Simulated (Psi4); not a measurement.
# BSiNH5 (SMILES B[N][SiH3]) at UOMP2/6-311+G(d,p)

What is the vertical electron affinity of BSiNH5 at UOMP2/6-311+G**? 

The calculation is run with Psi4 1.11.

## 1. The molecule

BSiNH5 has 8 atoms, charge 0, and is taken as a doublet. As SMILES, `B[N][SiH3]`. The shape is that of a PBE0-D4/def2-TZVP optimisation.

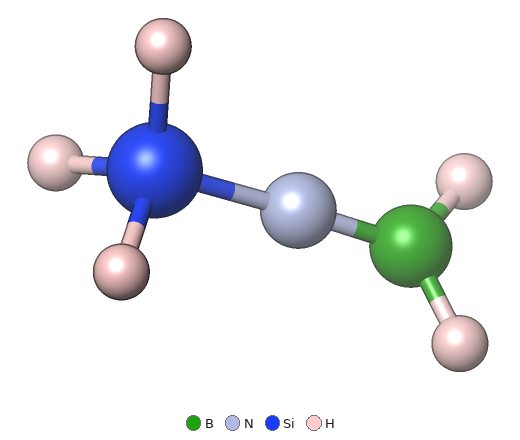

The structure, seen from a chosen angle (boron green, nitrogen light blue, silicon blue, hydrogen pink).

## 2. A single-point energy at UOMP2/6-311+G(d,p)

File job.dat:

```
memory 1600 MB

molecule molecule1 {
  0 2
  B     -0.508300     0.661100    -1.507600
  N     -0.090200     0.177700    -0.331000
  Si     0.418900    -0.502300     1.153500
  H     -1.065200    -0.063100    -2.297500
  H     -0.333100     1.821900    -1.789300
  H     -0.256000     0.168000     2.293100
  H      1.890600    -0.381400     1.304000
  H      0.035400    -1.939100     1.119200
  symmetry c1
  no_reorient
  no_com
}

set reference uhf
set puream true
set e_convergence 1e-09
set d_convergence 1e-08
set scf_type pk
set num_frozen_docc 7
set maxiter 200

e_tot, wfn = energy('omp2/6-311+G**', return_wfn=True)
print_variables()
```

The run is started by

```bash
$ psi4 -i job.dat -o job.out -n 1
```

job.out, shortened:

```text
[...]
  Running in c1 symmetry.
[...]
  Nuclear repulsion =   90.859230456664065
[...]
  Multiplicity = 2
[...]
  Nalpha       = 16
  Nbeta        = 15
[...]
    Number of basis functions: 104
[...]
   @UHF iter   1:  -370.80628005855959   -9.13842e-01   4.95246e-03 DIIS/ADIIS
[...]
   @UHF iter  15:  -371.00064259565323   -4.32010e-12   4.96810e-09 DIIS
[...]
   @S^2 Observed:                7.693731898E-01
[...]
    Orbital Energies [Eh]
    ---------------------
    Alpha Occupied:
       1A    -68.808532     2A    -15.586310     3A     -7.595370
       4A     -6.152857     5A     -4.260519     6A     -4.259850
       7A     -4.259724     8A     -1.180431     9A     -0.786724
      10A     -0.649467    11A     -0.613344    12A     -0.571344
      13A     -0.534633    14A     -0.500492    15A     -0.452087
      16A     -0.421303
    Alpha Virtual:
      17A      0.056296    18A      0.064753    19A      0.065143
      20A      0.073882    21A      0.083867    22A      0.092761
      23A      0.098865    24A      0.123630    25A      0.156636
[...]
  @UHF Final Energy:  -371.00064259565323
   => Energetics <=
    Nuclear Repulsion Energy =             90.8592304566640649
    One-Electron Energy =                -691.2445321979037089
    Two-Electron Energy =                 229.3846591455864541
    Total Energy =                       -371.0006425956532325
  UHF NO Occupations:
  HONO-2 :   14  A 1.9973665
  HONO-1 :   15  A 1.9964370
[...]
 Multipole Moments:
 ------------------------------------------------------------------------------------
     Multipole            Electronic (a.u.)      Nuclear  (a.u.)        Total (a.u.)
 ------------------------------------------------------------------------------------
 L = 1.  Multiply by 2.5417464519 to convert [e a0] to [Debye]
 Dipole X            :         -5.4702018            5.6000144            0.1298126
 Dipole Y            :          5.2854457           -5.4357972           -0.1503515
 Dipole Z            :        -12.7178205           13.0835188            0.3656984
 Magnitude           :                                                    0.4161636
[...]
	Warning: cc_lambda option is changed to TRUE
	For this residual convergence, default PCG convergence is:     1.00e-07
[...]
	DF-SCS-MP2 Total Energy (a.u.)     :  -371.34778329812184
	DF-SOS-MP2 Total Energy (a.u.)     :  -371.35258052661283
[...]
	DF-SCS-OMP2 Total Energy (a.u.)    :  -371.35512048693232
	DF-SOS-OMP2 Total Energy (a.u.)    :  -371.32963348462249
	DF-SCS(N)-OMP2 Total Energy (a.u.) :  -371.11973102616713
[...]
	DF-OMP2 Total Energy (a.u.)        :  -371.34868218612843
[...]
```

Run time: 97 s. Hardware: 1 thread of Intel Xeon Platinum 8488C (Sapphire Rapids), shared host; peak memory 0.41 GiB.

## 3. The singlet anion, same level

File bh5nsi.xyz:

```xyz
8
BH5NSi
B     -0.508300     0.661100    -1.507600
N     -0.090200     0.177700    -0.331000
Si     0.418900    -0.502300     1.153500
H     -1.065200    -0.063100    -2.297500
H     -0.333100     1.821900    -1.789300
H     -0.256000     0.168000     2.293100
H      1.890600    -0.381400     1.304000
H      0.035400    -1.939100     1.119200
```

File job.py:

```python
import psi4

psi4.set_memory(1600000000)
psi4.set_num_threads(1)
psi4.core.set_output_file('bh5nsi.out', False)

with open('bh5nsi.xyz') as f:
    atoms = ''.join(f.readlines()[2:])
m = psi4.geometry('-1 1\n' + atoms + 'symmetry c1')

psi4.set_options({
    'puream': True,
    'e_convergence': 1e-09,
    'd_convergence': 1e-08,
    'scf_type': 'pk',
    'num_frozen_docc': 7,
})

e_tot = psi4.energy("omp2/6-311+G**", molecule=m)
print('E =', round(e_tot, 9))
```

The run is started by

```bash
$ python job.py
```

bh5nsi.out, shortened:

```text
[...]
  Running in c1 symmetry.
[...]
  Nuclear repulsion =   90.859230456664065
[...]
  Multiplicity = 1
[...]
  Nalpha       = 16
  Nbeta        = 16
[...]
    Number of basis functions: 104
[...]
   @RHF iter   1:  -370.76849704992787   -8.76059e-01   6.68219e-03 ADIIS/DIIS
[...]
   @RHF iter  11:  -371.01509665429796   -2.84217e-11   9.44926e-09 DIIS
[...]
    Orbital Energies [Eh]
    ---------------------
    Doubly Occupied:
       1A    -68.601567     2A    -15.258949     3A     -7.358558
       4A     -5.942919     5A     -4.050939     6A     -4.050559
       7A     -4.050115     8A     -0.832887     9A     -0.541285
      10A     -0.418279    11A     -0.324795    12A     -0.319013
      13A     -0.313306    14A     -0.282511    15A     -0.156558
      16A     -0.099200
[...]
  @RHF Final Energy:  -371.01509665429796
   => Energetics <=
    Nuclear Repulsion Energy =             90.8592304566640649
    One-Electron Energy =                -698.5457726364518294
    Two-Electron Energy =                 236.6714455254898439
    Total Energy =                       -371.0150966542979631
[...]
 Multipole Moments:
 ------------------------------------------------------------------------------------
     Multipole            Electronic (a.u.)      Nuclear  (a.u.)        Total (a.u.)
 ------------------------------------------------------------------------------------
 L = 1.  Multiply by 2.5417464519 to convert [e a0] to [Debye]
 Dipole X            :          0.0913253            0.4168256            0.5081509
 Dipole Y            :          0.1177972           -0.7081699           -0.5903727
 Dipole Z            :          0.1348251            1.2990956            1.4339207
 Magnitude           :                                                    1.6318351
[...]
	Warning: cc_lambda option is changed to TRUE
	For this residual convergence, default PCG convergence is:     1.00e-07
[...]
	DF-MP2 Total Energy (a.u.)         :  -371.40812065339696
[...]
	DF-MP2 Total Energy (a.u.)         :  -371.41473664155126
[...]
	DF-OMP2 Total Energy (a.u.)        :  -371.41473664154711
[...]
```

On the terminal:

```text
Memory set to   1.490 GiB by Python driver.
  Threads set to 1 by Python driver.
E = -371.414736642
```

It took 40 s on 1 thread of Intel Xeon Platinum 8488C (Sapphire Rapids), shared host; peak memory 0.41 GiB.

## 4. What came out

Level: UOMP2/6-311+G**, 7 core orbitals frozen.

| quantity | value |
| --- | --- |
| doublet BSiNH5: total energy | -371.34868 Eh |
| doublet BSiNH5: HOMO energy (Hartree–Fock orbitals) (highest over α and β) | -11.42 eV |
| doublet BSiNH5: LUMO energy (Hartree–Fock orbitals) (lowest over α and β) | 1.33 eV |
| doublet BSiNH5: correlation energy (7 core orbitals frozen) | -348.0 mEh |
| doublet BSiNH5: ⟨S²⟩ of the reference determinant | 0.769 |
| singlet anion: total energy | -371.41474 Eh |
| singlet anion: HOMO energy (Hartree–Fock orbitals) | -2.70 eV |
| singlet anion: LUMO energy (Hartree–Fock orbitals) | 4.65 eV |
| singlet anion: HOMO–LUMO gap (to an unbound level, set by the basis) | 7.35 eV |
| singlet anion: correlation energy (7 core orbitals frozen) | -399.6 mEh |
| vertical electron affinity (to the singlet anion) | 1.797 eV |

In words: At fixed nuclei the extra electron is bound by 1.80 eV (41 kcal/mol).
